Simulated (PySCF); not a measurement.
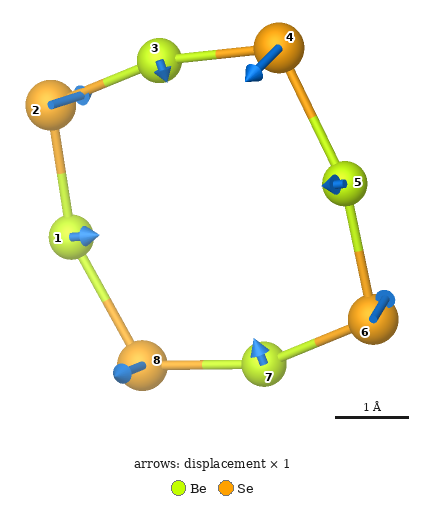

A relaxation of Be4Se4. The starting structure is drawn; blue arrows show the displacements, at their true length. The two geometries are superimposed by the best rigid fit.

The picture is a ball-and-stick view, seen at a tilt.

The start comes from GFN2-xTB. Its atoms were then displaced at random by about 0.03 Å.

Method: PBE0-D3(BJ)/def2-SVP geometry optimisation, gas phase (PySCF). 

> Describe the change and its energy.

The largest moves after the best rigid fit, 0.89 Å, are those of Se2 and Se8. Largest moves by element: Se 0.89 Å, Be 0.47 Å. Among the contacts that change: Be1–Se2 1.924 → 2.024 Å, Se4–Be5 2.097 → 2.025 Å, Be7–Se8 1.970 → 2.025 Å, Be5–Se6 1.987 → 2.025 Å. Among the angles between lasting bonds that change: Be1–Se8–Be7 112.6° → 82.7°, Be1–Se2–Be3 109.9° → 82.9°, Be5–Se6–Be7 107.0° → 83.0°. After 17 geometry steps the energy has fallen by 1.252 eV. Cost: 12 min on 1 thread of AMD EPYC, with other jobs on the host.
